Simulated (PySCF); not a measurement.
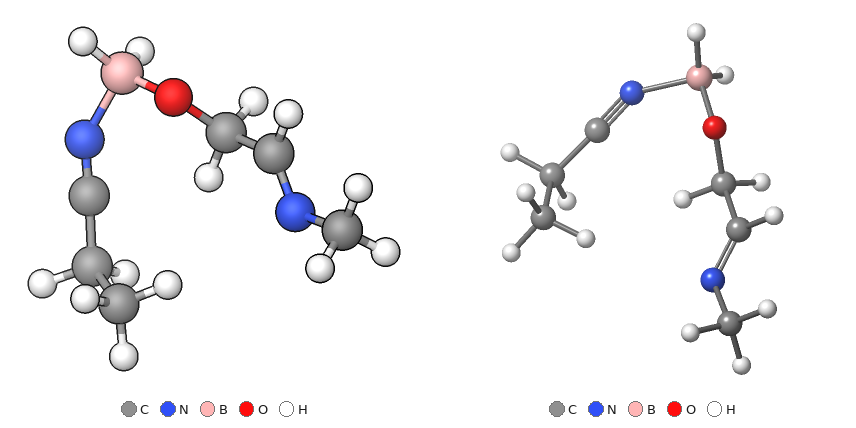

The same structure drawn twice, from different directions.

The geometry was computed by an optimisation with GFN2-xTB. No frequency run is at hand to confirm it as a minimum.

> Which formula does it have?

C₆H₁₃BN₂O, 23 atoms: 6 carbon, 13 hydrogen, 1 boron, 2 nitrogen and 1 oxygen.

> What is its SMILES?

CCC#[N+][BH2-]OC/C=N/C

> Give the symmetry (Schoenflies symbol).

C1.

> Does it have rings?

It has no ring.

> How many bonds of each kind are drawn?

11 C–H, 3 C–C, 3 C–N, 2 B–H, 1 B–N, 1 B–O, 1 C–O.

More results for the same structure follow; atom numbers are the same in all pictures, views and colours differ.

**Electronic properties**

No frequency run is at hand to confirm it as a minimum. Properties computed with PBE0/pcSseg-1, gas phase (PySCF 2.14.0).

> Give the HOMO energy (Kohn–Sham orbital) at this level.

−6.90 eV.

> What is the dipole moment?

6.07 D.

> Give the LUMO energy (Kohn–Sham orbital) at this level.

−0.83 eV.

**NMR shielding**

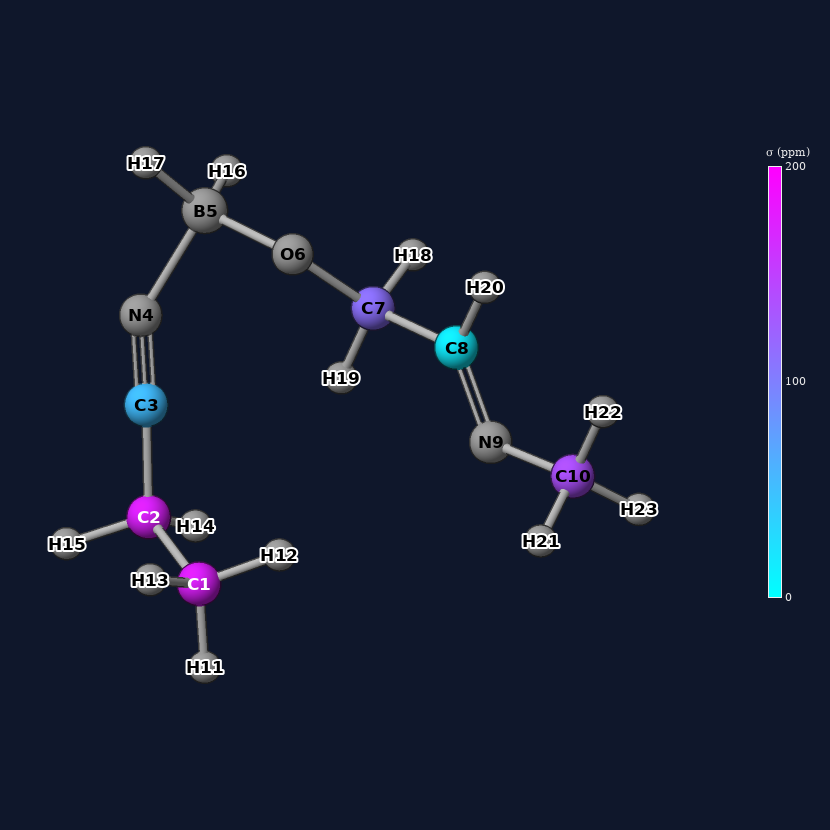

Atoms are coloured by their isotropic NMR shieldings (C only, the others grey). No frequency run is at hand to confirm it as a minimum. Level of theory: GIAO PBE0/pcSseg-1 NMR shielding, non-relativistic, gas phase (PySCF 2.14.0).

Give the isotropic NMR shieldings of the C atoms atom by atom.

```json
{"atom": "C1", "σ (ppm)": "174.4"}
{"atom": "C2", "σ (ppm)": "173.5"}
{"atom": "C3", "σ (ppm)": "52.3"}
{"atom": "C7", "σ (ppm)": "110.9"}
{"atom": "C8", "σ (ppm)": "14.5"}
{"atom": "C10", "σ (ppm)": "136.2"}
```

**Charges**

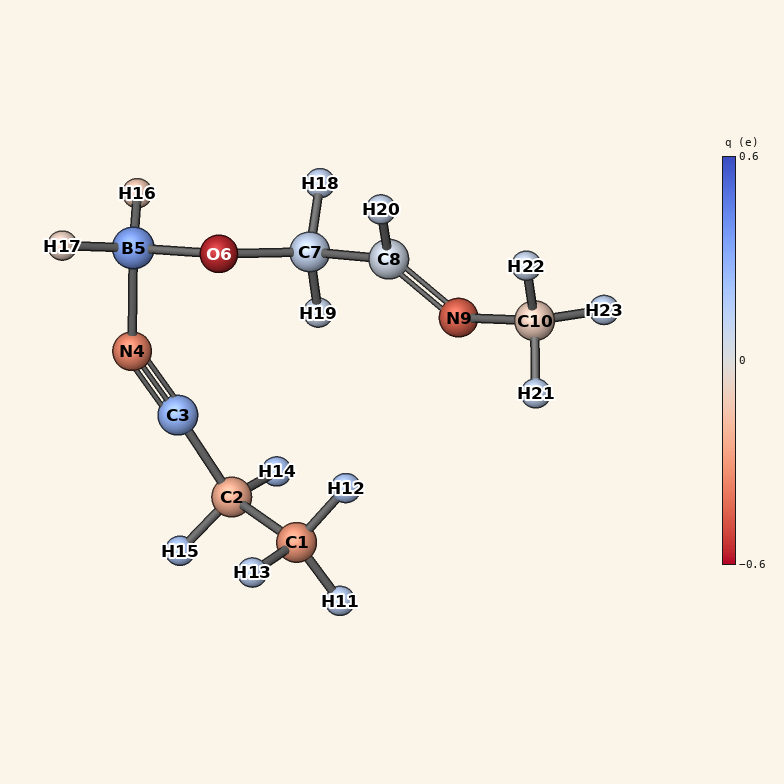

Atoms are coloured by their Mulliken charges. No frequency run is at hand to confirm it as a minimum. Method: PBE0/pcSseg-1, gas phase (PySCF 2.14.0).

> Which atom carries the highest charge (most positive or least negative)?

B5 (0.34 e).

> And the lowest?

O6 (−0.55 e).

Give the Mulliken charges atom by atom.

```tsv
atom	value (e)
C1	−0.29
C2	−0.23
C3	0.27
N4	−0.35
B5	0.34
O6	−0.55
C7	0.10
C8	0.05
N9	−0.44
C10	−0.10
H11	0.13
H12	0.17
H13	0.14
H14	0.18
H15	0.18
H16	−0.13
H17	−0.08
H18	0.11
H19	0.08
H20	0.09
H21	0.12
H22	0.09
H23	0.12
```

Mulliken values depend strongly on the basis set and can even reverse the polarity of a bond. The geometry is semi-empirical. Around B such bond lengths and angles can be off by a tenth of an ångström or more and by several degrees, and values that hang on the shape move with them.
